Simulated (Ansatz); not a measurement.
Mo2F3

Input file:

```
crystal:
  lattice:
    - [4.4471647585, 0.0, 0.0]
    - [-2.2235823792, 3.8513576556, 0.0]
    - [0.0, 0.0, 4.0723196808]
  atoms:
    - { symbol: Mo, position: [0.3333333333, 0.6666666667, 0.0] }
    - { symbol: Mo, position: [0.6666666667, 0.3333333333, 0.0] }
    - { symbol: F, position: [0.0, 0.0, 0.0] }
    - { symbol: F, position: [0.3333333333, 0.6666666667, 0.5] }
    - { symbol: F, position: [0.6666666667, 0.3333333333, 0.5] }
basis:
  ecutwfc: 420
kpoints:
  mp_grid: { grid: [12, 12, 10] }
  band_path:
    path:
      - [[0.0, 0.0, 0.0], [0.5, 0.0, 0.0], [0.33333333, 0.33333333, 0.0], [0.0, 0.0, 0.0], [0.0, 0.0, 0.5], [0.5, 0.0, 0.5], [0.33333333, 0.33333333, 0.5], [0.0, 0.0, 0.5]]
      - [[0.5, 0.0, 0.5], [0.5, 0.0, 0.0]]
      - [[0.33333333, 0.33333333, 0.5], [0.33333333, 0.33333333, 0.0]]
    npoints: 14
hamiltonian:
  xc: pbe
scf:
  occupations: { method: gaussian, width: 0.1 }
  n_extra_bands: 12
output:
  forces: true
  stress: true
  eigenvalues: true
  populations: true
  dos: { projected: true, de: 0.02, nscf_kmesh: { grid: [15, 15, 12] } }
  bader: true
  write_density: true
  write_potential: true
  elf: true
  volumetric_format: npy
```

Launched as:

```sh
ansatz run input.yaml --threads 1 --pin off --max-ram 2560MiB --backend cpu --events-out ev --progress --plain --runs-dir out
```

Below, planes, directions and counts refer to the conventional cell (a = 4.45 Å, b = 4.45 Å, c = 4.07 Å, α = 90.00°, β = 90.00°, γ = 120.00°).

Space group P6/mmm; a structure generated by program, which may or may not match a known phase; computed without spin polarisation.

Method: DFT PBE, scalar-relativistic, plane waves, PAW in Ansatz.

What can the converged valence pseudo-density and electron localisation function tell about the bonding?

Mo–F (2.04 Å): ρ at the midpoint is about 0.63 e/Å³; the ELF peaks at about 0.80 in the valence shell of F, 0.6 Å from its nucleus, and drops to about 0.10 between the two atoms: no localised pair shows between them.
Bader's partition of the density gives Mo +1.07 and F −0.76 to −0.69 e.

Which way does charge flow, and how much by Bader's partition?

Electrons move from Mo towards F. Bader charges: Mo +1.07 and F −0.76 to −0.69 e.

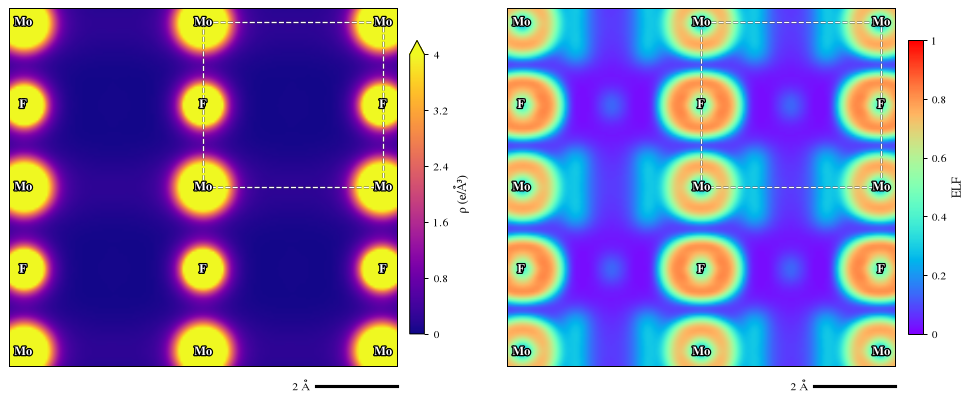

Computed valence pseudo-density and electron localisation function on the (100) plane of the conventional cell, in this order. 

Core electrons are frozen (PAW), and the valence fields are smoothed inside the atomic spheres.
